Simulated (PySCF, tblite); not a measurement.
# C3H9FNSi2 radical: geometry, infrared bands and EPR parameters

What infrared bands and EPR parameters should C3H9FNSi2 radical (`F[C@@H]1C[C]1[SiH2]N[SiH3]`) show?

The runs use tblite 0.8.0 and PySCF 2.14.0, with density-fitted response routines of our own; the level of theory stands in each step. All values are computed, except where a source is named. Atoms are numbered from 0 throughout.

### Step 1. The molecule as given

16 atoms, charge 0, multiplicity 2; geometry from: force field or distance geometry start.

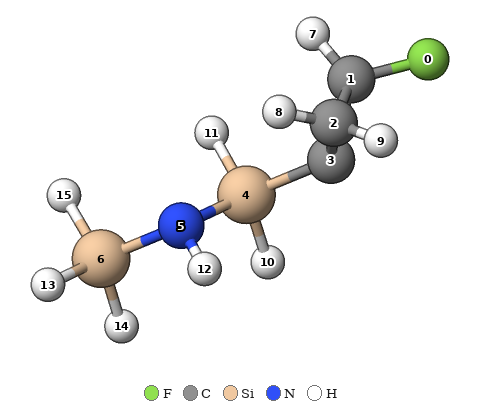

The starting geometry (fluorine green, carbon grey, silicon light orange, nitrogen blue, hydrogen white), atoms numbered.

### Step 2. Geometry optimisation with GFN2-xTB

What the job is given:

```
{"job": {"kind": "relax", "xc": "GFN2-xTB", "basis": "xTB"}, "charge": 0, "multiplicity": 2}
F      3.803700     0.201300     0.260500
C      2.504900    -0.294700     0.317200
C      1.959900    -0.928300    -0.906500
C      1.499000     0.381000    -0.453100
Si    -0.129100     0.781600     0.190300
N     -1.278800    -0.224600    -0.554900
Si    -2.816400     0.134700     0.038500
H      2.300000    -0.708600     1.305500
H      1.286500    -1.772000    -0.801700
H      2.554800    -0.919400    -1.799900
H     -0.460300     2.183000    -0.158500
H     -0.169600     0.577400     1.650600
H     -1.266600    -0.058600    -1.542800
H     -3.751300    -0.770100    -0.662100
H     -3.164100     1.537100    -0.304000
H     -2.880200    -0.110800     1.513400
```

Run with:

```bash
$ OMP_NUM_THREADS=1 python probes_run.py task.json out
```

The driver reads the jobs from task.json and runs them one after another.

What it wrote:

```text
step      E/eV     max force
  0    -599.68060    2.610
  1    -599.82804    0.891
  2    -599.87242    0.624
  3    -599.90871    0.672
  4    -599.97465    0.627
  5    -600.02319    0.613
  6    -600.06249    0.469
  7    -600.08782    0.402
  8    -600.11290    0.374
  9    -600.14264    0.446
 10    -600.16752    0.499
 11    -600.18716    0.415
 12    -600.20317    0.313
 13    -600.21381    0.305
 14    -600.22078    0.327
 15    -600.22715    0.244
 16    -600.23352    0.250
 17    -600.24128    0.190
 18    -600.24530    0.138
 19    -600.25341    0.252
 20    -600.26158    0.269
 21    -600.27166    0.227
 22    -600.27922    0.230
 23    -600.28498    0.212
 24    -600.28988    0.157
 25    -600.29384    0.173
 26    -600.29725    0.134
 27    -600.30052    0.198
 28    -600.30385    0.226
 29    -600.30775    0.203
 30    -600.31213    0.174
 31    -600.31608    0.173
 32    -600.31974    0.247
 33    -600.32370    0.221
 34    -600.32686    0.133
 35    -600.32890    0.099
 36    -600.33023    0.082
 37    -600.33134    0.096
 38    -600.33267    0.135
 39    -600.33440    0.146
 40    -600.33641    0.111
 41    -600.33832    0.082
 42    -600.33973    0.077
 43    -600.34113    0.107
 44    -600.34265    0.096
 45    -600.34477    0.123
 46    -600.34699    0.146
 47    -600.35010    0.118
 48    -600.35252    0.093
 49    -600.35499    0.123
 50    -600.35639    0.129
 51    -600.35821    0.115
 52    -600.35985    0.128
 53    -600.36117    0.107
 54    -600.36249    0.097
 55    -600.36380    0.090
 56    -600.36500    0.085
 57    -600.36615    0.116
 58    -600.36725    0.079
 59    -600.36868    0.075
 60    -600.36973    0.102
 61    -600.37123    0.114
 62    -600.37267    0.085
 63    -600.37383    0.084
 64    -600.37474    0.073
 65    -600.37559    0.068
 66    -600.37640    0.119
 67    -600.37726    0.077
 68    -600.37801    0.044
 69    -600.37837    0.047
 70    -600.37858    0.049
 71    -600.37898    0.047
 72    -600.37940    0.051
 73    -600.37996    0.046
 74    -600.38042    0.039
 75    -600.38075    0.042
 76    -600.38100    0.048
 77    -600.38127    0.043
 78    -600.38159    0.039
 79    -600.38192    0.043
 80    -600.38221    0.042
 81    -600.38251    0.046
 82    -600.38288    0.044
 83    -600.38330    0.047
 84    -600.38372    0.053
 85    -600.38412    0.056
 86    -600.38458    0.063
 87    -600.38523    0.074
 88    -600.38608    0.081
 89    -600.38681    0.082
 90    -600.38734    0.076
 91    -600.38770    0.049
 92    -600.38804    0.058
 93    -600.38831    0.037
 94    -600.38848    0.029
 95    -600.38860    0.026
 96    -600.38880    0.031
 97    -600.38908    0.042
 98    -600.38943    0.048
 99    -600.38968    0.037
100    -600.38979    0.024
101    -600.38984    0.017
102    -600.38989    0.018
103    -600.38996    0.023
104    -600.39003    0.020
105    -600.39008    0.020
106    -600.39013    0.018
107    -600.39019    0.021
108    -600.39030    0.039
109    -600.39051    0.054
110    -600.39081    0.056
111    -600.39107    0.040
112    -600.39123    0.027
113    -600.39138    0.028
114    -600.39162    0.051
115    -600.39214    0.082
116    -600.39309    0.104
117    -600.39430    0.124
118    -600.39570    0.087
119    -600.39671    0.153
120    -600.39693    0.107
121    -600.39783    0.057
122    -600.39829    0.128
123    -600.39879    0.079
124    -600.39946    0.134
125    -600.40022    0.124
126    -600.40126    0.036
127    -600.39801    0.538
128    -600.40193    0.036
129    -600.40226    0.030
130    -600.40198    0.293
131    -600.40278    0.028
132    -600.40297    0.039
133    -600.40321    0.174
134    -600.40348    0.069
135    -600.40370    0.037
136    -600.40408    0.030
137    -600.40428    0.059
138    -600.40455    0.078
139    -600.40510    0.093
140    -600.40572    0.065
141    -600.40603    0.222
142    -600.40638    0.054
143    -600.40688    0.071
144    -600.40724    0.128
145    -600.40775    0.167
146    -600.40841    0.126
147    -600.40922    0.187
148    -600.41010    0.098
149    -600.41032    0.232
150    -600.41114    0.059
151    -600.41146    0.078
152    -600.41216    0.071
153    -600.41272    0.163
154    -600.41312    0.049
155    -600.41342    0.035
156    -600.41389    0.053
157    -600.41402    0.028
158    -600.41412    0.022
159    -600.41419    0.015
160    -600.41425    0.025
161    -600.41429    0.014
162    -600.41432    0.010
```

Wall time 0.95 s (1 thread of Arm Neoverse V2, shared host).

Step by step: (not every step is listed)

```
step  energy from step 0 (eV)  largest force (eV/Å)
   0                   0.0000                2.6100
   1                  -0.1474                0.8906
   2                  -0.1918                0.6236
   3                  -0.2281                0.6724
   4                  -0.2940                0.6266
   5                  -0.3426                0.6126
   6                  -0.3819                0.4687
   7                  -0.4072                0.4023
   8                  -0.4323                0.3736
  22                  -0.5986                0.2302
  36                  -0.6496                0.0823
  50                  -0.6758                0.1287
  64                  -0.6941                0.0728
  78                  -0.7010                0.0390
  92                  -0.7074                0.0578
 106                  -0.7095                0.0182
 120                  -0.7163                0.1071
 134                  -0.7229                0.0694
 148                  -0.7295                0.0980
 157                  -0.7334                0.0277
 158                  -0.7335                0.0225
 159                  -0.7336                0.0148
 160                  -0.7337                0.0255
 161                  -0.7337                0.0137
 162                  -0.7337                0.0096
```

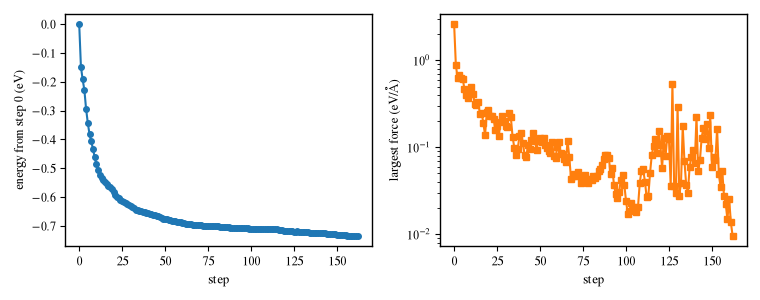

Energy and largest force along the relaxation.

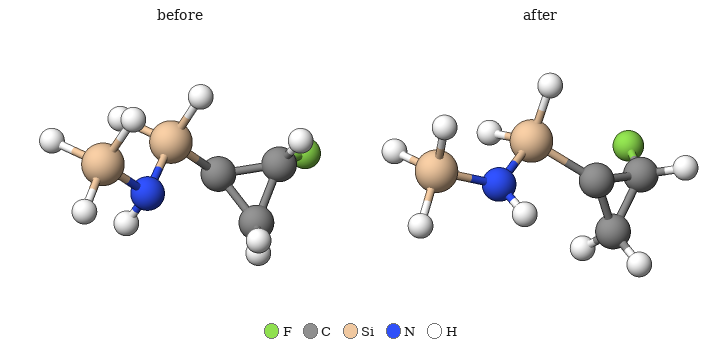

Before and after, at one scale.

Close pairs (by a distance rule), those that changed most:

```
   bond  before (Å)  after (Å)  change (Å)
 C3–Si4       1.796      1.848      +0.052
 N5–Si6       1.687      1.730      +0.043
 Si4–N5       1.700      1.733      +0.033
Si6–H15       1.497      1.468      -0.028
Si6–H14       1.485      1.460      -0.025
  C1–C3       1.436      1.460      +0.024
  C1–C2       1.482      1.501      +0.019
  F0–C1       1.391      1.376      -0.015
```

The end geometry stands in the next job.

### Step 3. Infrared spectrum with GFN2-xTB

What the job is given:

```
{"job": {"kind": "ir", "xc": "GFN2-xTB", "basis": "xTB"}, "charge": 0, "multiplicity": 2}
F      3.369764     0.849917     0.165217
C      2.747032    -0.375182     0.233543
C      2.103584    -0.932517    -1.002862
C      1.292365    -0.443864     0.124672
Si    -0.125649     0.697747     0.440986
N     -1.503593    -0.140612    -0.193288
Si    -3.151839     0.385576    -0.185437
H      3.313493    -1.019421     0.897874
H      2.210859    -1.996194    -1.177092
H      2.108151    -0.350137    -1.916595
H     -0.053902     1.983558    -0.263388
H     -0.187898     0.909755     1.892498
H     -1.374197    -1.129651    -0.334374
H     -3.855186    -0.501615    -1.112481
H     -3.153433     1.775992    -0.630654
H     -3.747148     0.295593     1.153783
```

What it wrote:

```text
mode    cm-1     km/mol
  1      26.6      0.53
  2      43.6      0.10
  3      63.6      1.49
  4      87.8      0.09
  5     117.1      3.52
  6     187.5      2.28
  7     216.2      4.22
  8     323.7     60.99
  9     373.0     11.09
 10     462.4     34.13
 11     489.4     87.03
 12     540.6     13.59
 13     565.1     18.59
 14     587.9     38.95
 15     593.8     88.11
 16     727.4    114.63
 17     730.8    384.20
 18     759.5    204.40
 19     791.5     57.97
 20     797.4     40.85
 21     803.7    277.10
 22     827.5    461.37
 23     859.7      7.99
 24     928.2     30.51
 25     982.9    280.62
 26    1017.2      4.99
 27    1030.2     23.18
 28    1044.8      4.25
 29    1116.6     77.33
 30    1195.5    296.37
 31    1247.6     12.14
 32    1381.0     13.42
 33    1469.9     45.26
 34    2182.6    193.68
 35    2204.1    394.49
 36    2217.3    315.22
 37    2252.6    300.83
 38    2281.8    310.33
 39    3004.1     17.95
 40    3026.2     20.86
 41    3032.6      8.79
 42    3472.4      0.12
```

Run time: 0.47 s. Hardware: 1 thread of Arm Neoverse V2, shared host.

Which atoms move in the most intense modes:

```
cm⁻¹  km/mol                                   atoms
 731   384.2            H11 43 %, H10 35 %, Si4 12 %
 828   461.4  H15 20 %, H14 19 %, H13 14 %, Si6 13 %
 983   280.6                       N5 52 %, H12 22 %
1196   296.4                       H12 72 %, N5 25 %
2204   394.5                      H15 77 %, H10 16 %
2217   315.2            H11 62 %, H10 24 %, H15 11 %
2253   300.8                                H13 95 %
2282   310.3                                H14 95 %
```

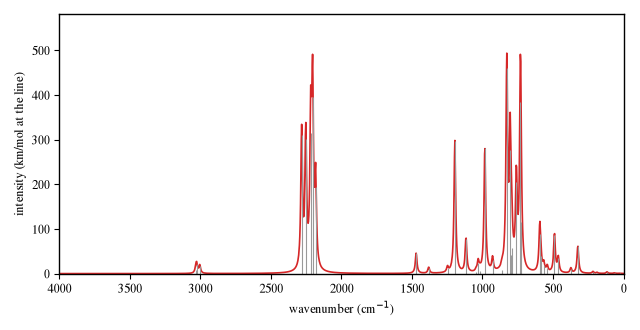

The infrared spectrum from these modes, unscaled. Lines are broadened to a width of 14 cm⁻¹ (Lorentzian).

### Step 4. g tensor and hyperfine couplings: B3LYP/pcH-1

The job, as its differences from that of step 3:

```diff
@@ -1,2 +1,2 @@
-{"job": {"kind": "ir", "xc": "GFN2-xTB", "basis": "xTB"}, "charge": 0, "multiplicity": 2}
+{"job": {"kind": "epr", "basis": "pcH-1"}, "charge": 0, "multiplicity": 2}
 F      3.369764     0.849917     0.165217
```

With the program's defaults for keys left out, this is: UKS B3LYP, pcH-1 on C F H N Si, non-relativistic, mean-field spin-orbit, GIAO.

What it wrote:

```text
UKS, coarse grid
  cycle   1  E = -853.20252964  |g| = 5.07e-01
  cycle   2  E = -853.08442639  |g| = 7.56e-01
  cycle   3  E = -853.29258983  |g| = 7.79e-02
  cycle   4  E = -853.29482133  |g| = 3.43e-02
  cycle   5  E = -853.29537138  |g| = 7.64e-03
  cycle   6  E = -853.29540190  |g| = 2.40e-03
  cycle   7  E = -853.29540669  |g| = 1.38e-03
  cycle   8  E = -853.29540659  |g| = 3.59e-04
UKS, final grid
  cycle   1  E = -853.29540687  |g| = 4.69e-04
  cycle   2  E = -853.29540676  |g| = 7.41e-04
  cycle   3  E = -853.29540696  |g| = 5.06e-05
  cycle   4  E = -853.29540696  |g| = 2.55e-05
E = -853.29540696 Eh   <S^2> = 0.7535 (exact 0.7500)
g shifts (ppm)      1          2          3
  rmc          -143       -143       -143
  gc              2         49         19
  oz_so         -24        372       1119
  total        -165        277        995
hyperfine (MHz)  atom isotope    a_iso     a_fc   dipolar eigenvalues
    0   19F      87.45      86.94    -65.02    -52.11    117.13
    1   13C     -14.39     -14.39     -3.77     -0.09      3.86
    2   13C     -25.09     -25.09     -6.08     -0.51      6.60
    3   13C     168.68     168.74    -71.89    -69.06    140.95
    4  29Si      23.65      23.69     -3.17     -0.24      3.42
    5   14N       1.54       1.54     -0.47     -0.35      0.82
    6  29Si       1.36       1.36     -0.44      0.19      0.26
    7    1H      56.41      56.41     -5.95     -2.37      8.32
    8    1H     112.39     112.39     -6.51     -3.79     10.30
    9    1H      89.45      89.45     -6.15     -1.68      7.84
   10    1H      66.81      66.80     -3.15     -1.20      4.34
   11    1H       6.22       6.23     -3.54     -2.57      6.12
   12    1H      -1.05      -1.05     -3.50     -2.39      5.90
   13    1H      -0.12      -0.12     -0.53     -0.46      0.99
   14    1H       1.50       1.50     -0.68     -0.48      1.16
   15    1H       0.29       0.29     -0.56     -0.50      1.06
```

It took 77 s on 1 thread of Arm Neoverse V2, shared host; peak memory 0.97 GiB.

Principal g values 2.00215, 2.00260, 2.00331; g(iso) = 2.00269, against 2.00232 for a free electron.

Hyperfine couplings; where a row names several nuclei, a(iso) is their mean (it holds for fast rotation or exchange) and the dipolar term the largest among them:

```
       nuclei  isotope  a(iso) (MHz)  a(iso) (G, at g = 2.0023)  largest dipolar term (MHz)
           C3      13C         168.7                       60.2                       141.0
           H8       1H         112.4                       40.1                        10.3
           H9       1H          89.5                       31.9                         7.8
           F0      19F          87.4                       31.2                       117.1
          H10       1H          66.8                       23.8                         4.3
           H7       1H          56.4                       20.1                         8.3
           C2      13C         -25.1                       -9.0                         6.6
          Si4     29Si          23.7                        8.4                         3.4
           C1      13C         -14.4                       -5.1                         3.9
          H11       1H           6.2                        2.2                         6.1
           N5      14N           1.5                        0.5                         0.8
          Si6     29Si           1.4                        0.5                        -0.4
          H12       1H          -1.0                       -0.4                         5.9
H13, H14, H15       1H           0.6                        0.2                         1.2
```

Mulliken spin populations:

F0 0.02; C1 -0.03; C2 -0.04; C3 0.91; Si4 -0.02; N5 0.00; Si6 0.00; H7 0.02; H8 0.05; H9 0.04; H10 0.04; H11 0.00; H12 0.00; H13 0.00; H14 0.00; H15 0.00

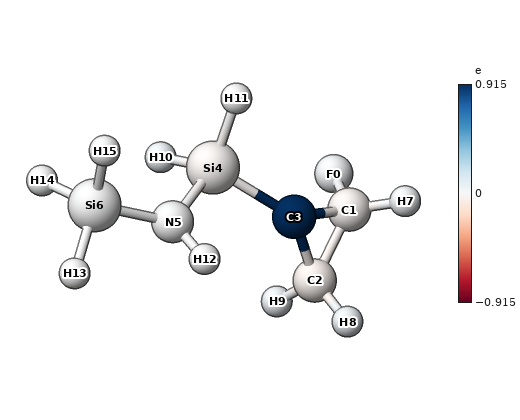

Mulliken spin populations, as colours on the atoms.

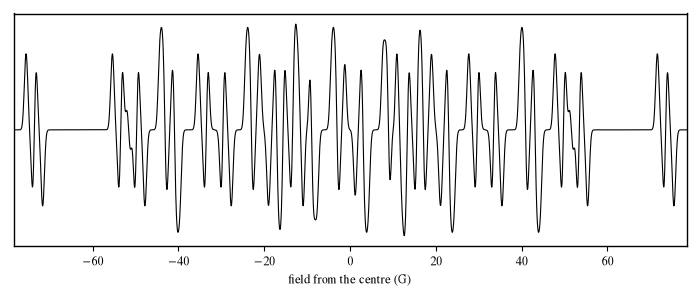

First-order isotropic spectrum (first derivative, main isotopes with spin only, couplings over 0.8 MHz, Gaussian width 0.4 G; couplings of the frozen geometry, rotation of groups not averaged beyond the rows shown).

Orbitals, density, ELF and potential are computed afterwards from the orbital file.

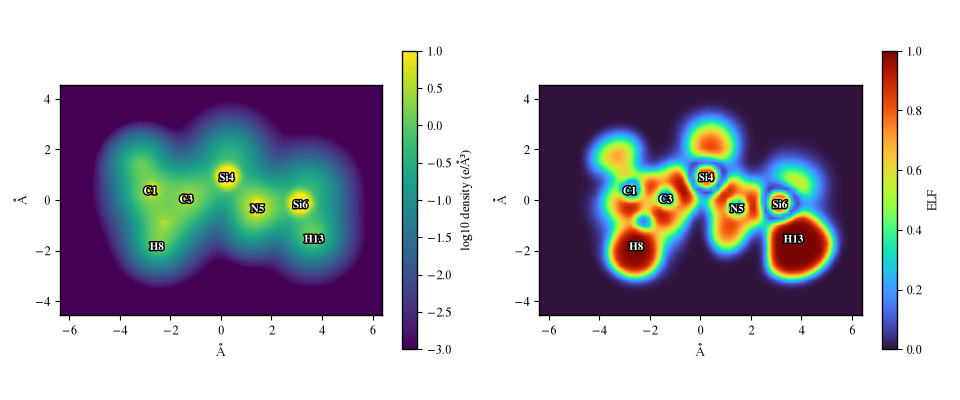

Density (left) and ELF (right) in a plane through or near 7 of the atoms.

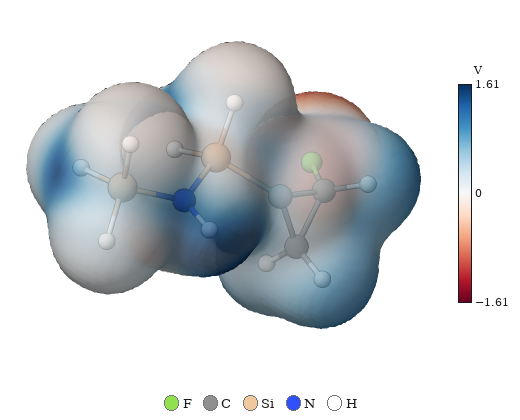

The potential that a unit positive charge feels on the 0.002 e/bohr³ surface, from -0.96 V near F0 to 1.61 V near H12.

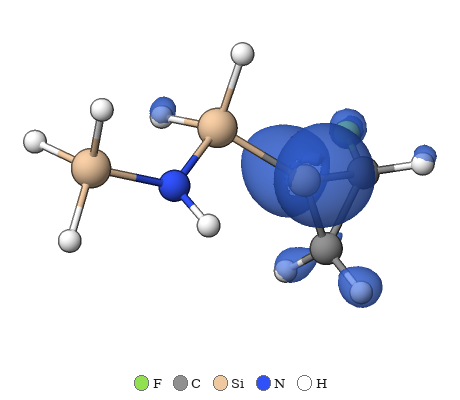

Spin density at ±0.04 e/Å³ (alpha excess blue, beta excess red).

### Step 5. Outcome

| quantity | value |
| --- | --- |
| strongest single infrared mode (GFN2-xTB) | 828 cm⁻¹, 461 km/mol |
| zero-point energy (GFN2-xTB) | 65.9 kcal/mol |
| g(iso) (B3LYP) | 2.00269 |
| ⟨S²⟩ | 0.753 (exact 0.75) |
| largest a(iso) (averaged by class) | 13C on C3, 168.7 MHz |
| potential on the surface of density 0.002 e/bohr³, 1st and 99th percentile | -0.96 V and 1.61 V |

Over 162 steps the energy fell by 0.734 eV; of the close pairs, C3–Si4 changed most, 1.796 to 1.848 Å. No mode is imaginary among the 42: a minimum at this level. The strongest single mode, at 828 cm⁻¹, is spread over several atoms, H15, H14, H13, Si6 among them. Unscaled tight-binding wavenumbers are off by several per cent, some by more. Its intensities can rank the bands wrongly. Most of the unpaired spin sits on C3 (0.91 e). The isotropic g lies 0.4 ppt above the free-electron value. These values are for one conformer; the search (at its own cheap level) found 2 more, at 0.17, 0.28 kcal/mol, and measured spectra average over such forms.
